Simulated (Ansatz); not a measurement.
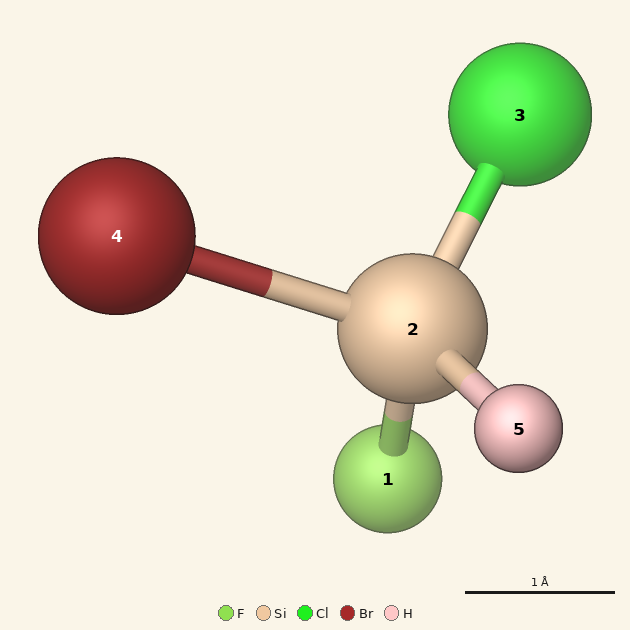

Simulated data, not a measurement (program: Ansatz).

Orthographic view. Distant atoms are faded towards the background colour. Geometry: moved along internal coordinates away from the minimum.

Write a MOL file (V2000) with the atoms in numerical order, bonds sorted by atom number with the orders drawn, and coordinates in the frame of the picture: x right, y up, z towards the viewer, origin at the mean position.

```
BrClFHSi
                    3D

  5  4  0  0  0  0  0  0  0  0999 V2000
   -0.0200   -1.0900   -1.1600 F   0  0  0  0  0  0  0  0  0  0  0  0
    0.1400   -0.0800    0.0400 Si  0  0  1  0  0  4  0  0  0  0  0  0
    0.8700    1.3700   -0.7100 Cl  0  0  0  0  0  0  0  0  0  0  0  0
   -1.8500    0.5500    0.7000 Br  0  0  0  0  0  0  0  0  0  0  0  0
    0.8600   -0.7500    1.1300 H   0  0  0  0  0  0  0  0  0  0  0  0
  1  2  1  0
  2  3  1  0
  2  4  1  0
  2  5  1  0
M  END
```
